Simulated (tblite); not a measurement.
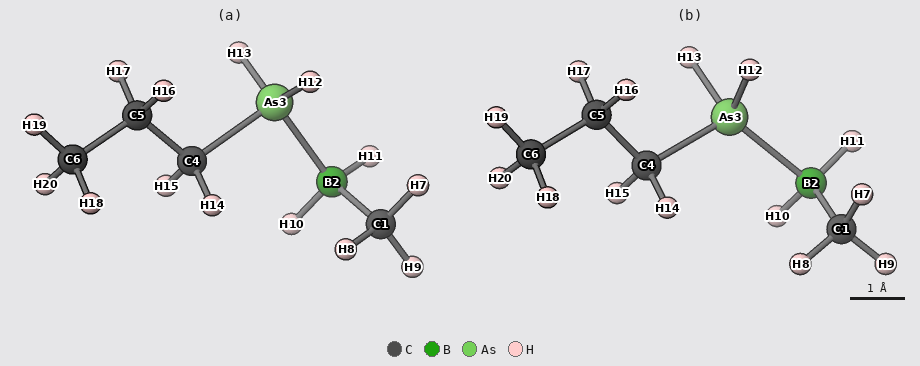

The structure of C4H14AsB before (left) and after (right) a relaxation, at one scale.

A ball-and-stick model, seen from a free direction.

Method: tblite 0.8.0, GFN2-xTB geometry optimisation, gas phase. 

Question: What changed between the two?

Answer: The largest move after the best rigid fit is that of H10, 0.69 Å. By element the largest moves are H 0.69 Å, B 0.41 Å, As 0.35 Å, C 0.17 Å. Some distances before and after: B2–As3 2.034 → 2.146 Å, As3–H12 1.563 → 1.495 Å, As3–H13 1.561 → 1.496 Å, C1–H8 1.116 → 1.093 Å. Among the angles between lasting bonds that change: H12–As3–H13 129.1° → 92.3°, B2–As3–C4 98.2° → 118.0°, B2–As3–H13 110.0° → 125.7°. Over 123 geometry steps the energy falls by 101.6 kJ/mol.
